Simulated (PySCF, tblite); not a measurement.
# C₁₄H₁₂BN: electronic excitations, NMR shifts, part 2 of 2

tblite 0.8.0 and PySCF 2.14.0. Atoms count from 0. The steps go on from the part before.

### 4 NMR shifts: GIAO PBE0/pcSseg-1

What the job is given:

```
{"job": {"kind": "nmr", "xc": "PBE0", "basis": "pcSseg-1", "pop": false}, "charge": 0, "multiplicity": 1}
B     -3.028483    -0.235893     1.411036
C     -2.261602     1.032194     1.014809
C     -1.181380     1.124942     0.213224
C     -0.628664     2.401127    -0.227015
C      0.670014     2.759730    -0.177999
C      1.753401     1.951799     0.240045
C      1.842978     0.579448     0.184253
C      3.098627    -0.014432     0.538435
C      3.410879    -1.292561     0.226751
C      2.477768    -2.091110    -0.482622
C      1.248861    -1.604877    -0.771821
C      0.822812    -0.294566    -0.366780
C     -0.527618    -0.014032    -0.422053
C     -1.438358    -0.874314    -1.175706
C     -2.563652    -1.445979    -0.728310
N     -3.103428    -1.338106     0.535939
H     -3.665676    -0.297183     2.396049
H     -2.610301     1.976779     1.422340
H     -1.357548     3.118504    -0.587458
H      0.920409     3.782118    -0.438922
H      2.652240     2.484539     0.527212
H      3.815592     0.614337     1.047840
H      4.368195    -1.712318     0.498541
H      2.752541    -3.096276    -0.766101
H      0.524815    -2.239575    -1.259921
H     -1.163371    -1.063590    -2.206149
H     -3.112321    -2.096923    -1.402308
H     -3.729269    -2.097368     0.765217
```

Level: GIAO PBE0/pcSseg-1 NMR shielding, non-relativistic, gas phase.

Standard output:

```text
start: PBE on a coarse grid of 23469 points
cycle   1  E = -619.1200484852  dE =  2.503e+00  |g| = 7.607e-01  |ddm| = 5.751e+00
cycle   2  E = -618.9484540781  dE =  1.716e-01  |g| = 1.089e+00  |ddm| = 2.417e+00
cycle   3  E = -619.2564041190  dE = -3.080e-01  |g| = 3.231e-01  |ddm| = 1.746e+00
cycle   4  E = -619.2801973188  dE = -2.379e-02  |g| = 1.481e-01  |ddm| = 5.225e-01
cycle   5  E = -619.2853089199  dE = -5.112e-03  |g| = 7.443e-02  |ddm| = 2.739e-01
cycle   6  E = -619.2868611142  dE = -1.552e-03  |g| = 2.409e-02  |ddm| = 1.164e-01
cycle   7  E = -619.2869800231  dE = -1.189e-04  |g| = 1.493e-02  |ddm| = 4.529e-02
cycle   8  E = -619.2870445198  dE = -6.450e-05  |g| = 3.785e-03  |ddm| = 1.914e-02
final grid: 218960 points
cycle   9  E = -619.4576934682  dE = -9.679e-03  |g| = 4.349e-02  |ddm| = 5.300e-01
cycle  10  E = -619.4577298200  dE = -3.635e-05  |g| = 4.198e-02  |ddm| = 1.043e-01
cycle  11  E = -619.4581607024  dE = -4.309e-04  |g| = 1.397e-02  |ddm| = 7.984e-02
cycle  12  E = -619.4582090774  dE = -4.838e-05  |g| = 5.227e-03  |ddm| = 2.167e-02
cycle  13  E = -619.4582159058  dE = -6.828e-06  |g| = 1.887e-03  |ddm| = 7.414e-03
cycle  14  E = -619.4582179027  dE = -1.997e-06  |g| = 6.906e-04  |ddm| = 2.897e-03
cycle  15  E = -619.4582177474  dE =  1.553e-07  |g| = 2.713e-04  |ddm| = 1.283e-03
cycle  16  E = -619.4582193929  dE = -1.645e-06  |g| = 1.154e-04  |ddm| = 4.842e-04
cycle  17  E = -619.4582211099  dE = -1.717e-06  |g| = 4.696e-05  |ddm| = 2.238e-04
converged SCF energy = -619.4582211099

GIAO shielding tensors (ppm)
atom      isotropic    diamagn.    paramagn.     s11        s22        s33       span
  0 B       62.727     195.338    -132.611     16.714     49.370    122.096    105.383
  1 C       44.175     251.307    -207.132    -38.097     12.831    157.790    195.887
  2 C       26.842     257.055    -230.213    -69.412     12.250    137.686    207.098
  3 C       54.076     255.218    -201.142    -36.146      1.898    196.476    232.622
  4 C       50.554     255.041    -204.487    -58.847     50.188    160.321    219.168
  5 C       48.028     252.315    -204.287    -56.881     52.684    148.280    205.161
  6 C       40.382     252.753    -212.371    -54.706      2.672    173.179    227.884
  7 C       48.363     249.181    -200.817    -50.113     46.633    148.569    198.683
  8 C       56.037     255.193    -199.156    -51.928     49.829    170.209    222.137
  9 C       58.795     253.798    -195.003    -48.730     54.133    170.983    219.712
 10 C       52.689     251.575    -198.886    -57.460     48.283    167.245    224.705
 11 C       50.304     251.960    -201.655    -25.015      9.758    166.169    191.184
 12 C       45.588     258.802    -213.214    -38.836     -3.392    178.993    217.829
 13 C       66.503     256.612    -190.109    -18.338     65.521    152.326    170.664
 14 C       38.641     251.935    -213.294    -70.256     52.329    133.851    204.107
 15 N      107.122     321.341    -214.219    -14.800    132.847    203.318    218.119
 16 H       26.526      29.345      -2.819     24.341     27.448     27.789      3.448
 17 H       26.483      31.571      -5.088     23.469     25.428     30.553      7.084
 18 H       26.306      30.903      -4.597     19.017     26.890     33.011     13.993
 19 H       24.910      28.577      -3.667     21.687     25.249     27.793      6.106
 20 H       24.701      31.906      -7.205     20.588     24.599     28.915      8.326
 21 H       24.561      30.959      -6.397     21.486     24.039     28.160      6.675
 22 H       24.769      28.841      -4.072     22.134     25.054     27.119      4.986
 23 H       24.906      30.442      -5.536     21.962     24.901     27.855      5.893
 24 H       24.079      34.529     -10.450     19.712     22.348     30.178     10.466
 25 H       26.119      33.256      -7.137     22.843     26.543     28.970      6.126
 26 H       25.050      29.069      -4.019     22.622     24.584     27.945      5.323
 27 H       25.830      27.855      -2.025     20.953     25.798     30.740      9.788
```

Run time: 47 s. Hardware: 1 thread of Arm Neoverse V1, shared host; peak memory 0.74 GiB.

The references, computed at this level on geometries of the same kind, shield at (ppm): 1H TMS 31.72, 13C TMS 186.9, 15N NH3 267.7, 11B BF3·OEt2 100.1. Their shielding less the atom's gives the shift. The references are single molecules in the gas phase, so shifts against H2O, NH3, PH3, H3PO4 or CFCl3 are not on the usual liquid scales and can be off by tens of ppm.

| atoms | environment | σ (ppm) | δ (ppm) | δ scaled to CDCl3 |
| --- | --- | --- | --- | --- |
| C2 | fully substituted alkene carbon | 26.8 | 160.1 | 154.3 |
| C14 | alkene carbon bearing nitrogen | 38.6 | 148.3 | 142.8 |
| C6 | substituted aromatic carbon | 40.4 | 146.5 | 141.1 |
| C1 | alkene CH | 44.2 | 142.8 | 137.4 |
| C12 | carbon bonded to 3 C, in a 7-membered ring | 45.6 | 141.3 | 136.0 |
| C5 | carbon bonded to 2 C, H, in a 7-membered ring | 48.0 | 138.9 | 133.6 |
| C7 | aromatic CH | 48.4 | 138.6 | 133.3 |
| C11 | substituted aromatic carbon | 50.3 | 136.6 | 131.4 |
| C4 | alkene CH | 50.6 | 136.4 | 131.2 |
| C10 | aromatic CH | 52.7 | 134.2 | 129.1 |
| C3 | alkene CH | 54.1 | 132.8 | 127.7 |
| C8 | aromatic CH | 56.0 | 130.9 | 125.8 |
| C9 | aromatic CH | 58.8 | 128.1 | 123.1 |
| C13 | β carbon of an enol-ether or enamine type C=C | 66.5 | 120.4 | 115.6 |
| H24 | hydrogen on an aromatic CH | 24.08 | 7.64 | 7.31 |
| H21 | hydrogen on an aromatic CH | 24.56 | 7.16 | 6.85 |
| H20 | hydrogen on a carbon bonded to 2 C, in a 7-membered ring | 24.70 | 7.02 | 6.72 |
| H22 | hydrogen on an aromatic CH | 24.77 | 6.95 | 6.66 |
| H23 | hydrogen on an aromatic CH | 24.91 | 6.81 | 6.53 |
| H19 | hydrogen on an alkene CH | 24.91 | 6.81 | 6.52 |
| H26 | hydrogen on an alkene carbon bearing nitrogen | 25.05 | 6.67 | 6.39 |
| H27 | hydrogen on an enamine nitrogen | 25.83 | 5.89 | – |
| H25 | hydrogen on a β carbon of an enol-ether or enamine type C=C | 26.12 | 5.60 | 5.38 |
| H18 | hydrogen on an alkene CH | 26.31 | 5.41 | 5.21 |
| H17 | hydrogen on an alkene CH | 26.48 | 5.23 | 5.04 |
| H16 | hydrogen on a boron bonded to C, N, in a 7-membered ring | 26.53 | 5.19 | – |
| B0 | boron bonded to C, N, H, in a 7-membered ring | 62.7 | 37.3 | – |
| N15 | enamine nitrogen | 107.1 | 160.6 | – |

The scaled column applies a straight-line fit of computed shieldings to shifts measured in CDCl3 (root-mean-square error 0.16 ppm for H, 1.9 ppm for C).

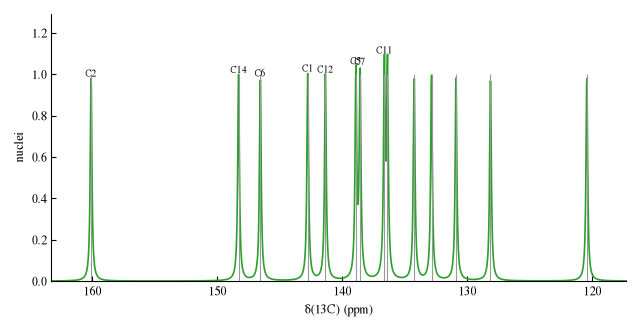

13C lines at the computed shifts, without couplings. Lines are broadened to a width of 0.16 ppm (Lorentzian).

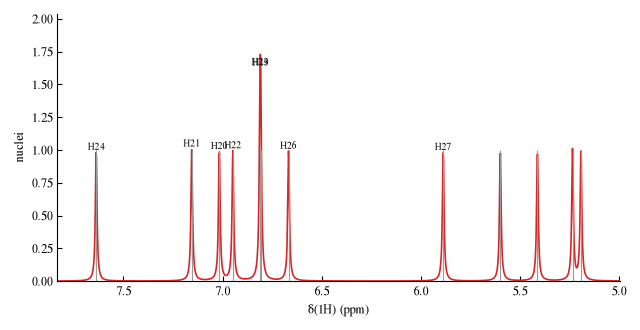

1H lines at the computed shifts, without couplings. Lines are broadened to a width of 0.01 ppm (Lorentzian).

Ring of atoms B0, C1, C2, C12, C13, C14, N15: NICS(0) 4.3, NICS(1) 0.3, NICS(1)zz 6.5 ppm (means of both faces).

Ring of atoms C2, C3, C4, C5, C6, C11, C12: NICS(0) -1.9, NICS(1) -5.0, NICS(1)zz -7.8 ppm (means of both faces; NICS(1) differs between them: -6.5 and -3.6).

The two faces differ (NICS(1)zz -10.8 and -4.7 ppm).

Ring of atoms C6, C7, C8, C9, C10, C11: NICS(0) -2.1, NICS(1) -5.8, NICS(1)zz -11.2 ppm (means of both faces).

### 5 Summary of results

What follows sums up all 2 parts.

```
                                   quantity                                                                                                 value
            lowest singlet (wB97X-D/6-31G*)                                                                           2.73 eV (454 nm), f = 0.082
   brightest single state of those computed                                                                           state 3, 4.39 eV, f = 0.217
                             lowest triplet                                                                                               1.35 eV
      surface potential, least and greatest                                                                                    -0.94 V and 1.80 V
     13C shifts against TMS (PBE0/pcSseg-1)  160.1, 148.3, 146.5, 142.8, 141.3, 138.9, 138.6, 136.6, 136.4, 134.2, 132.8, 130.9, 128.1, 120.4 ppm
      1H shifts against TMS (PBE0/pcSseg-1)                            7.64, 7.16, 7.02, 6.95, 6.81, 6.81, 6.67, 5.89, 5.60, 5.41, 5.23, 5.19 ppm
11B shifts against BF3·OEt2 (PBE0/pcSseg-1)                                                                                              37.3 ppm
     15N shifts against NH3 (PBE0/pcSseg-1)                                                                                             160.6 ppm
```

What this shows: The lowest singlet, at 2.73 eV, is HOMO→LUMO 0.82, HOMO→LUMO+1 0.10 and is bright; of the 6 states computed, the strongest absorption comes from state 3 at 4.39 eV (the last state computed is bright too, and its partners may lie past the list). State 1 absorbs in the visible (454 nm). The lowest triplet lies 1.38 eV below the lowest singlet.
